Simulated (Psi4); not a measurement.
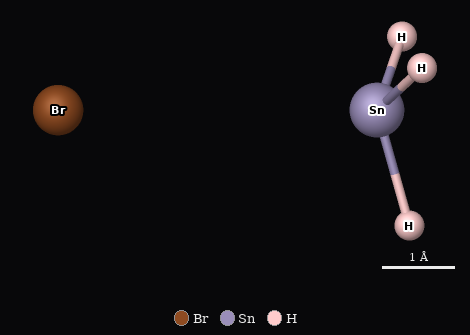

**Figure 1.** The structure (ball-and-stick view, seen on its broad side). Sticks mark near contacts.

# Energy and gradient calculation of SnH₃Br

System: SnH₃Br.
Method: M06-2X/def2-TZVP, RKS, core potentials def2 (Psi4 1.11).

A bond length was changed on purpose from its optimised value.

## Log
```
gradient() will perform analytic gradient computation.

   => Loading Basis Set <=

    Name: DEF2-TZVP
    Role: ORBITAL
    Keyword: BASIS

    !!!  WARNING: ECP capability is in beta. Please check occupations closely.  !!!

         ---------------------------------------------------------
                                   SCF
                              RKS Reference
                        1 Threads,   1525 MiB Core
         ---------------------------------------------------------

  ==> Geometry <==

    Molecular point group: c1
    Full point group: C1

    Geometry (in Angstrom), charge = 0, multiplicity = 1:

       Center              X                  Y                   Z               Mass
    ------------   -----------------  -----------------  -----------------  -----------------
         BR           0.000001147853     0.000000298146    -2.729356994520    78.918337600000
         SN           0.000001147853     0.000000298146     1.740443005480   119.902201630000
         H            0.000001147853    -1.631029154080     2.220449217935     1.007825032230
         H           -1.412582119867     0.815410455183     2.220405737406     1.007825032230
         H            1.412354527133     0.815559881631     2.220389150699     1.007825032230

  Running in c1 symmetry.

  Rotational constants: A =      2.09597  B =      0.01738  C =      0.01738 [cm^-1]
  Rotational constants: A =  62835.66455  B =    520.99745  C =    520.99736 [MHz]
  Nuclear repulsion =  122.926155226081008

  Charge       = 0
  Multiplicity = 1
  Electrons    = 60
  Nalpha       = 30
  Nbeta        = 30

  ==> Algorithm <==

  SCF Algorithm Type is PK.
  DIIS enabled.
  MOM disabled.
  Fractional occupation disabled.
  Guess Type is SAD.
  Energy threshold   = 1.00e-09
  Density threshold  = 1.00e-08
  Integral threshold = 1.00e-12

  ==> Primary Basis <==

  Basis Set: DEF2-TZVP
    Blend: DEF2-TZVP
    Number of shells: 44
    Number of basis functions: 116
    Number of Cartesian functions: 132
    Spherical Harmonics?: true
    Max angular momentum: 3

  Core potential: DEF2-TZVP
    Number of shells: 4
    Number of ECP primitives: 18
    Number of ECP core electrons: 28
    Max angular momentum: 3

  ==> DFT Potential <==

   => LibXC <=

    Version 7.1.2

   => Composite Functional: M06-2X <=

    Deriv               =              1
    GGA                 =           TRUE
    Meta                =           TRUE

    Exchange Hybrid     =           TRUE
    MP2 Hybrid          =          FALSE

   => Exchange Functionals <=

    1.0000   XC_HYB_MGGA_X_M06_2X

   => Exact (HF) Exchange <=

    0.5400               HF

   => Correlation Functionals <=

    1.0000   XC_MGGA_C_M06_2X

   => LibXC Density Thresholds  <==

    XC_MGGA_C_M06_2X:  1.00E-12
    XC_HYB_MGGA_X_M06_2X:  1.00E-15

   => Molecular Quadrature <=

    Radial Scheme          =       TREUTLER
    Pruning Scheme         =           NONE
    Nuclear Scheme         =       TREUTLER

    Blocking Scheme        =         OCTREE
    BS radius alpha        =              1
    Pruning alpha          =              1
    Radial Points          =             99
    Spherical Points       =            590
    Total Points           =         279611
    Total Blocks           =           2105
    Max Points             =            256
    Max Functions          =            114
    Weights Tolerance      =       1.00E-15

  ==> Integral Setup <==

  Using in-core PK algorithm.
   Calculation information:
      Number of atoms:                   5
      Number of AO shells:              44
      Number of primitives:             86
      Number of atomic orbitals:       132
      Number of basis functions:       116

      Integral cutoff                 1.00e-12
      Number of threads:                 1

  Performing in-core PK
  Using 46056582 doubles for integral storage.
  We computed 321278 shell quartets total.
  Whereas there are 490545 unique shell quartets.

  ==> DiskJK: Disk-Based J/K Matrices <==

    J tasked:                  Yes
    K tasked:                  Yes
    wK tasked:                  No
    Memory [MiB]:             1029
    Schwarz Cutoff:          1E-12

  Cached 7.2% of DFT collocation blocks in 0.109 [GiB].

  Minimum eigenvalue in the overlap matrix is 4.0781226596E-03.
  Reciprocal condition number of the overlap matrix is 9.2250269684E-04.
    Using symmetric orthogonalization.

  ==> Pre-Iterations <==

  SCF Guess: Superposition of Atomic Densities via on-the-fly atomic UHF (no occupation information).

 WARNING: Atomic UHF is not converging! Try casting from a smaller basis or call Rob at CCMST.
   -------------------------
    Irrep   Nso     Nmo
   -------------------------
     A        116     116
   -------------------------
    Total     116     116
   -------------------------

  ==> Iterations <==

                        Total Energy        Delta E     RMS |[F,P]|

   @RKS iter SAD: -2787.00878808783818   -2.78701e+03   0.00000e+00
   @RKS iter   1: -2789.62612649363200   -2.61734e+00   1.33705e-02 ADIIS/DIIS
   @RKS iter   2: -2788.37286090884663    1.25327e+00   1.56510e-02 ADIIS/DIIS
   @RKS iter   3: -2789.98318443108474   -1.61032e+00   3.10555e-03 ADIIS/DIIS
   @RKS iter   4: -2790.10075968623732   -1.17575e-01   9.31243e-04 ADIIS/DIIS
   @RKS iter   5: -2790.07672200767138    2.40377e-02   1.48029e-03 ADIIS/DIIS
   @RKS iter   6: -2790.10733323918248   -3.06112e-02   2.96452e-04 ADIIS/DIIS
   @RKS iter   7: -2790.10842153868043   -1.08830e-03   5.75273e-05 DIIS
   @RKS iter   8: -2790.10845415204085   -3.26134e-05   2.18898e-05 DIIS
   @RKS iter   9: -2790.10846052729585   -6.37525e-06   4.95074e-06 DIIS
   @RKS iter  10: -2790.10846097643434   -4.49138e-07   1.50936e-06 DIIS
   @RKS iter  11: -2790.10846119411826   -2.17684e-07   8.90419e-07 DIIS
   @RKS iter  12: -2790.10846135992642   -1.65808e-07   6.12168e-07 DIIS
   @RKS iter  13: -2790.10846140598369   -4.60573e-08   1.42452e-07 DIIS
   @RKS iter  14: -2790.10846140750346   -1.51977e-09   1.95906e-08 DIIS
   @RKS iter  15: -2790.10846140751346   -1.00044e-11   1.08635e-08 DIIS
   @RKS iter  16: -2790.10846140751391   -4.54747e-13   1.80393e-09 DIIS
  Energy and wave function converged.

  ==> Post-Iterations <==

   Electrons on quadrature grid:
      Ntotal   =   60.0000003280 ; deviation = 3.280e-07

    Orbital Energies [Eh]
    ---------------------

    Doubly Occupied:

       1A   -485.286872     2A    -63.271956     3A    -57.091155
       4A    -57.089248     5A    -57.089248     6A     -8.937625
       7A     -6.760316     8A     -6.753442     9A     -6.753442
      10A     -5.427447    11A     -3.747644    12A     -3.737542
      13A     -3.737542    14A     -2.793631    15A     -2.791506
      16A     -2.791506    17A     -2.785170    18A     -2.785170
      19A     -1.256178    20A     -1.253406    21A     -1.253405
      22A     -1.245408    23A     -1.245407    24A     -0.743993
      25A     -0.641050    26A     -0.454367    27A     -0.454347
      28A     -0.274476    29A     -0.274476    30A     -0.272700

    Virtual:

      31A     -0.163076    32A     -0.012089    33A      0.004578
      34A      0.004594    35A      0.077627    36A      0.077628
      37A      0.084532    38A      0.126298    39A      0.126299
      40A      0.135208    41A      0.238816    42A      0.270498
      43A      0.270504    44A      0.333151    45A      0.356348
      46A      0.356349    47A      0.374953    48A      0.397901
      49A      0.397907    50A      0.417694    51A      0.417735
      52A      0.420704    53A      0.420714    54A      0.434208
      55A      0.615004    56A      0.634105    57A      0.637394
      58A      0.637401    59A      0.653642    60A      0.653645
      61A      0.670227    62A      0.682744    63A      0.841789
      64A      0.841798    65A      0.915041    66A      1.056323
      67A      1.056323    68A      1.115467    69A      1.137510
      70A      1.137531    71A      1.461478    72A      1.461478
      73A      1.462723    74A      1.462724    75A      1.480234
      76A      1.571593    77A      1.589719    78A      1.589742
      79A      1.646623    80A      1.646624    81A      1.647273
      82A      1.651675    83A      1.651713    84A      1.659179
      85A      1.659179    86A      1.664190    87A      1.664255
      88A      1.712120    89A      1.712121    90A      1.719231
      91A      1.750106    92A      2.006756    93A      2.070552
      94A      2.070572    95A      2.140339    96A      2.229771
      97A      2.242151    98A      2.242155    99A      2.301540
     100A      2.301561   101A      2.352173   102A      2.570679
     103A      2.697609   104A      2.697705   105A      3.376020
     106A      4.128561   107A      4.128588   108A      4.130613
     109A      4.130613   110A      4.155029   111A      7.186057
     112A     36.111234   113A     36.652114   114A     36.759172
     115A     36.759241   116A    112.956134

    Final Occupation by Irrep:
              A
    DOCC [    30 ]
    NA   [    30 ]
    NB   [    30 ]

  @RKS Final Energy: -2790.10846140751391

   => Energetics <=

    Nuclear Repulsion Energy =            122.9261552260810078
    One-Electron Energy =               -4206.8234900688084963
    Two-Electron Energy =                1346.0324346648210394
    DFT Exchange-Correlation Energy =     -52.2435612296074936
    Empirical Dispersion Energy =           0.0000000000000000
    VV10 Nonlocal Energy =                  0.0000000000000000
    Total Energy =                      -2790.1084614075143691

Computation Completed

Properties will be evaluated at   0.000000,   0.000000,   0.000000 [a0]

Properties computed using the SCF density matrix

 Multipole Moments:

 ------------------------------------------------------------------------------------
     Multipole            Electronic (a.u.)      Nuclear  (a.u.)        Total (a.u.)
 ------------------------------------------------------------------------------------

 L = 1.  Multiply by 2.5417464519 to convert [e a0] to [Debye]
 Dipole X            :          0.0004141           -0.0003043            0.0001098
 Dipole Y            :          0.0001107           -0.0000790            0.0000317
 Dipole Z            :         99.7256817          -95.5757420            4.1499397
 Magnitude           :                                                    4.1499397

 ------------------------------------------------------------------------------------

	total time  =         34 seconds =       0.57 minutes

         ------------------------------------------------------------
                                   SCF GRAD
         ------------------------------------------------------------

  ==> Geometry <==

    Molecular point group: c1
    Full point group: C1

    Geometry (in Angstrom), charge = 0, multiplicity = 1:

       Center              X                  Y                   Z               Mass
    ------------   -----------------  -----------------  -----------------  -----------------
         BR           0.000001147853     0.000000298146    -2.729356994520    78.918337600000
         SN           0.000001147853     0.000000298146     1.740443005480   119.902201630000
         H            0.000001147853    -1.631029154080     2.220449217935     1.007825032230
         H           -1.412582119867     0.815410455183     2.220405737406     1.007825032230
         H            1.412354527133     0.815559881631     2.220389150699     1.007825032230

  Nuclear repulsion =  122.926155226081008

  ==> Basis Set <==

  Basis Set: DEF2-TZVP
    Blend: DEF2-TZVP
    Number of shells: 44
    Number of basis functions: 116
    Number of Cartesian functions: 132
    Spherical Harmonics?: true
    Max angular momentum: 3

  Core potential: DEF2-TZVP
    Number of shells: 4
    Number of ECP primitives: 18
    Number of ECP core electrons: 28
    Max angular momentum: 3

  ==> DirectJKGrad: Integral-Direct SCF Gradients <==

    Gradient:                    1
    J tasked:                  Yes
    K tasked:                  Yes
    wK tasked:                  No
    Integrals threads:           1
    Schwarz Cutoff:          1E-12

  ==> DFT Potential <==

   => LibXC <=

    Version 7.1.2

   => Composite Functional: M06-2X <=

    Deriv               =              1
    GGA                 =           TRUE
    Meta                =           TRUE

    Exchange Hybrid     =           TRUE
    MP2 Hybrid          =          FALSE

   => Exchange Functionals <=

    1.0000   XC_HYB_MGGA_X_M06_2X

   => Exact (HF) Exchange <=

    0.5400               HF

   => Correlation Functionals <=

    1.0000   XC_MGGA_C_M06_2X

   => LibXC Density Thresholds  <==

    XC_MGGA_C_M06_2X:  1.00E-12
    XC_HYB_MGGA_X_M06_2X:  1.00E-15

   => Molecular Quadrature <=

    Radial Scheme          =       TREUTLER
    Pruning Scheme         =           NONE
    Nuclear Scheme         =       TREUTLER

    Blocking Scheme        =         OCTREE
    BS radius alpha        =              1
    Pruning alpha          =              1
    Radial Points          =             99
    Spherical Points       =            590
    Total Points           =         279611
    Total Blocks           =           2105
    Max Points             =            256
    Max Functions          =            114
    Weights Tolerance      =       1.00E-15

  -Total Gradient:
     Atom            X                  Y                   Z
    ------   -----------------  -----------------  -----------------
       1       -0.000000119109     0.000000003771    -0.022932127484
       2        0.000032473615     0.000017075857     0.003460940798
       3        0.000003801660     0.002444797557     0.006486285767
       4        0.002116701154    -0.001222858507     0.006480849390
       5       -0.002149718435    -0.001238528952     0.006475775304

	total time  =         12 seconds =       0.20 minutes
```

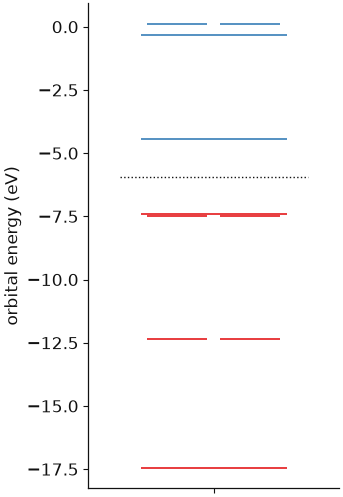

**Figure 2.** Orbital energies near the frontier; the dotted line parts filled from empty levels, and levels within 0.02 eV of each other stand side by side. Highest filled −7.42 eV, lowest empty −4.44 eV, 2.98 eV apart.

The run was set up as follows.

## Input (calc.py)
```python
import psi4

psi4.set_memory(1600000000)
psi4.set_num_threads(1)
psi4.core.set_output_file('output.dat', False)

geom = psi4.geometry("""
Br
Sn 1 4.4698
H 2 1.700195 1 106.39897
H 2 1.700191 3 112.35776 1 116.05517
H 2 1.700067 4 112.36215 3 -127.88656
symmetry c1
no_reorient
no_com
""")

psi4.set_options({
    'basis': 'def2-TZVP',
    'reference': 'rks',
    'puream': True,
    'e_convergence': 1e-09,
    'd_convergence': 1e-08,
    'scf_type': 'pk',
    'dft_radial_points': 99,
    'dft_spherical_points': 590,
})

result = psi4.gradient("m06-2x")
print('gradient / Eh bohr^-1')
print(result.np.round(6))
for k, v in sorted(psi4.core.scalar_variables().items()):
    print(f'{k:45s} {v:18.10f}')
```

Launched with:
```bash
python calc.py
```

## Key numbers

```tsv
quantity	value
outcome	converged
total energy	−2790.108461 hartree
basis functions	116
largest force	1.179 eV/Å
HOMO	−7.42 eV
LUMO	−4.44 eV
dipole moment	10.55 D
hardware	1 thread of AMD EPYC (Zen 3), 64 GiB of memory available, shared host
wall time	47 s
peak memory	0.71 GiB
```
